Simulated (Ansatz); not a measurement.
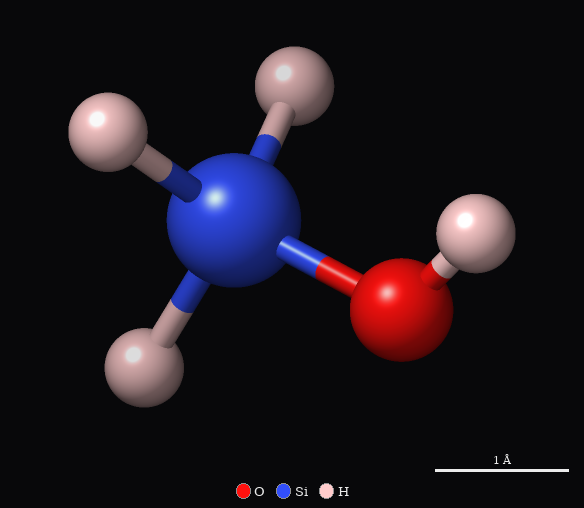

Rendered structure (ball-and-stick style).

Computed geometry: PBE0-D4/def2-TZVP optimisation.

Question: What is the molecular formula?

Answer: H4OSi, 6 atoms: 4 hydrogen, 1 oxygen and 1 silicon.

Question: What is the point group of this geometry?

Answer: Cs.

Question: How many sets of symmetry-equivalent atoms are there?

Answer: 5: 1 O, 1 Si, 1 H, 1 H, 2 H.

Question: How many bonds of each kind are drawn?

Answer: 3 Si–H, 1 O–Si, 1 O–H. Sticks follow a distance rule.

More results for the same structure follow; atom numbers are the same in all pictures, views and colours differ.

Geometry

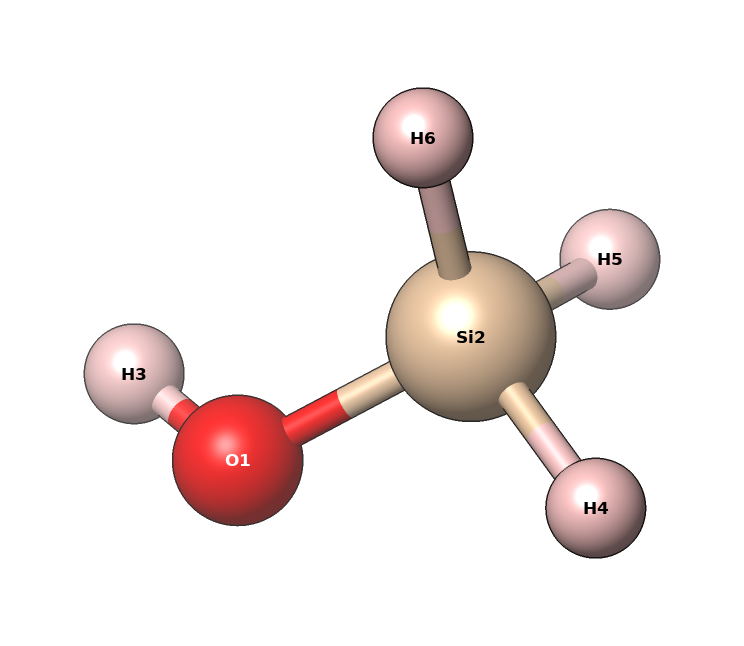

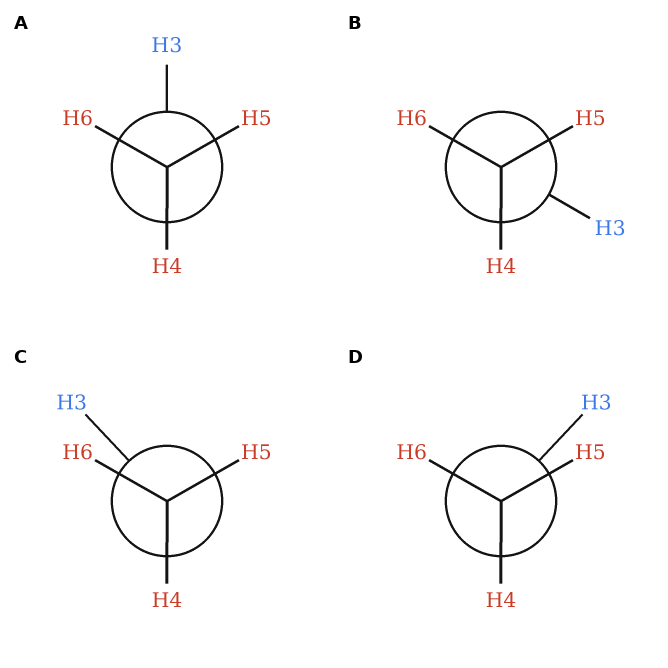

Depth is shown by fading: the farther an atom, the more it takes the colour of the background. Bonds that would overlap in a projection are set slightly apart.

Question: Which Newman projection shows the view along Si2–O1, with Si2 in front?

Answer: A. The torsion angle H4–Si2–O1–H3 is 180°, antiperiplanar (anti).

Electronic properties

Level of theory: RKS PBE0-D4/def2-TZVPP (Ansatz 0.2.0).

Computed properties:

- HOMO energy (Kohn–Sham orbital): −8.73 eV
- LUMO energy (Kohn–Sham orbital): 0.04 eV
- HOMO–LUMO gap: 8.77 eV

Vibrations

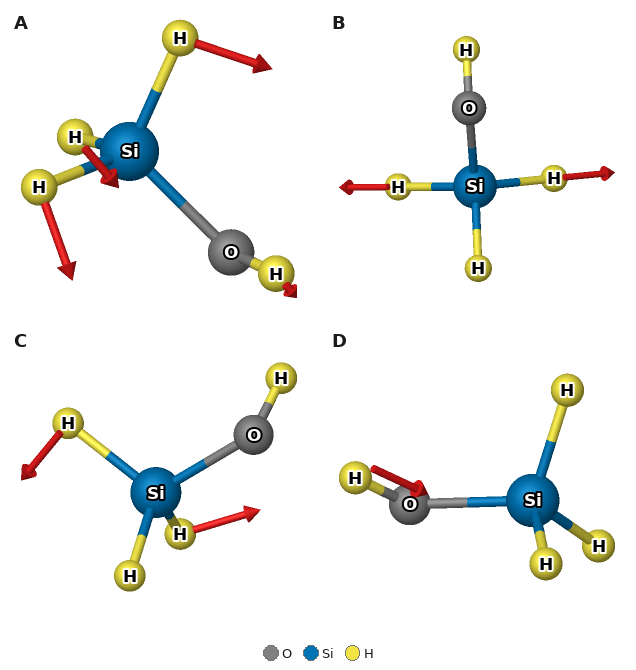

4 normal modes of one molecule or complex, as arrows. Harmonic vibrations computed with RKS PBE0-D4/def2-TZVP (Ansatz 0.2.0) at a stationary point of the same level.

Question: Match the panels to the wavenumbers 719 cm⁻¹, 993 cm⁻¹, 2214 cm⁻¹, 3931 cm⁻¹.

Answer: A: 993 cm⁻¹, angle bending
B: 2214 cm⁻¹, in-phase stretching of 2 Si–H bonds
C: 719 cm⁻¹, H–Si–O bending
D: 3931 cm⁻¹, O–H stretching

Charges

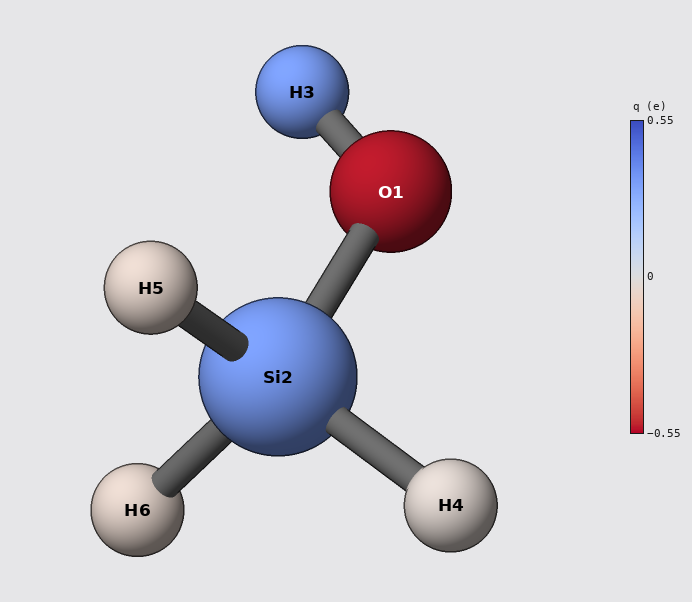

Atoms are coloured by their Mulliken charges. Level of theory: RKS PBE0-D4/def2-TZVP (Ansatz 0.2.0).

Question: Which atom carries the highest charge (most positive or least negative)?

Answer: Si2 (0.33 e).

Question: And the lowest?

Answer: O1 (−0.53 e).

Give the Mulliken charges atom by atom.

```
atom  value (e)
  O1      −0.53
 Si2       0.33
  H3       0.32
  H4      −0.03
  H5      −0.05
  H6      −0.05
```

Thermal motion

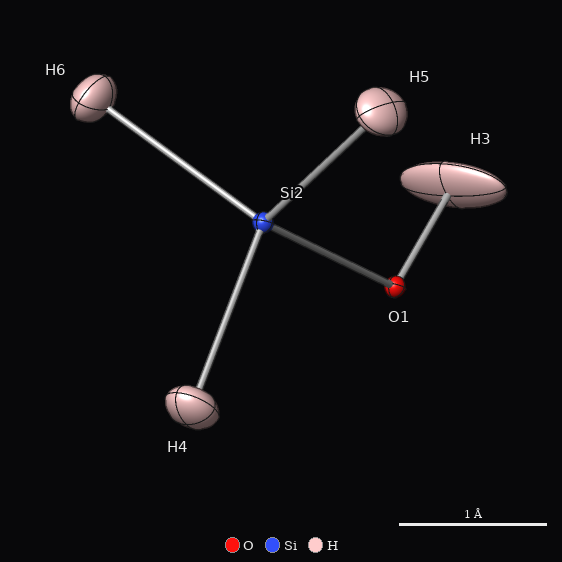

Displacement ellipsoids at the 50 % level, from the internal vibrations of the free molecule (harmonic, no overall translation or rotation; no half-axis is drawn under 0.075 Å). Vibrations computed with RKS PBE0-D4/def2-TZVP (Ansatz 0.2.0). Temperature: 100 K.

Give the displacement parameters, one line for each set of equivalent atoms.

```json
{"atom": "O1", "U_eq (Å²)": "0.00048", "rms amplitudes (Å)": "0.012, 0.022, 0.028"}
{"atom": "Si2", "U_eq (Å²)": "0.00016", "rms amplitudes (Å)": "0.011, 0.011, 0.016"}
{"atom": "H3", "U_eq (Å²)": "0.0338", "rms amplitudes (Å)": "0.065, 0.138, 0.280"}
{"atom": "H4", "U_eq (Å²)": "0.0135", "rms amplitudes (Å)": "0.085, 0.120, 0.137"}
{"atom": "H5, H6", "U_eq (Å²)": "0.0136", "rms amplitudes (Å)": "0.086, 0.116, 0.141"}
```

Mulliken values depend strongly on the basis set and can even reverse the polarity of a bond.
